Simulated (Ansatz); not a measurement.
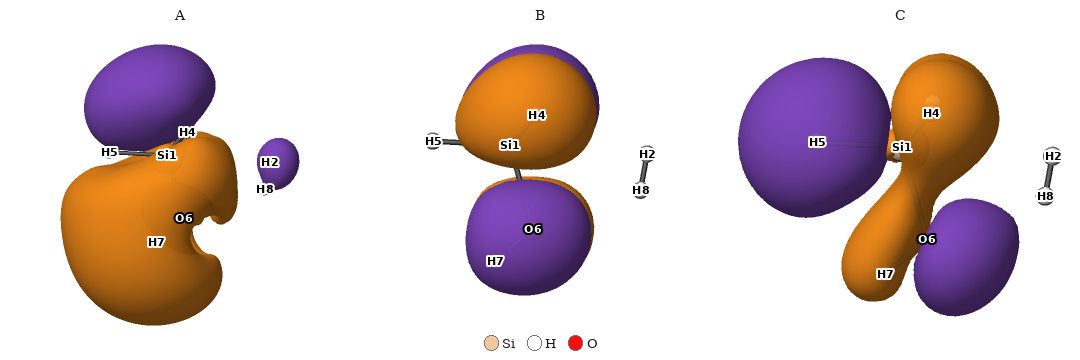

Figure 1: H$_{4}$OSi···H$_{2}$. Three frontier orbitals at ±0.06 Å⁻³ᐟ² (orange and purple are the two phases), in no order.

Not at a stationary point (largest force 1.8 eV/Å).

The calculation used RKS revPBE-D4/def2-SVPD in Ansatz 0.2.0.

```xyz
8

Si   -0.4333   -0.1554   -0.3676
H     0.1013    0.7109    2.0983
H     0.8126   -0.7771    0.1902
H    -0.2398    1.3279   -0.4921
H    -0.7041   -0.7407   -1.7312
O    -1.7601   -0.4857    0.6305
H    -2.4702   -0.9948    0.2066
H    -0.5686    0.4852    2.2291
```

> Order the three orbitals by energy and name them.

C is the HOMO−1 (−7.90 eV). Its weight (Hirshfeld) is mainly on H5 (about 30 %), Si1 (about 30 %) and O6 (about 30 %). B is the HOMO (−7.20 eV). Its weight (Hirshfeld) is mainly on O6 (about 55 %), Si1 (about 20 %), H3 (about 15 %) and H4 (about 10 %). A is the LUMO (−0.81 eV). It lies mainly on Si1 (about 40 %), H7 (about 30 %), O6 (about 15 %) and H5 (about 5 %).

> What is the HOMO–LUMO gap?

6.39 eV between the orbital energies.
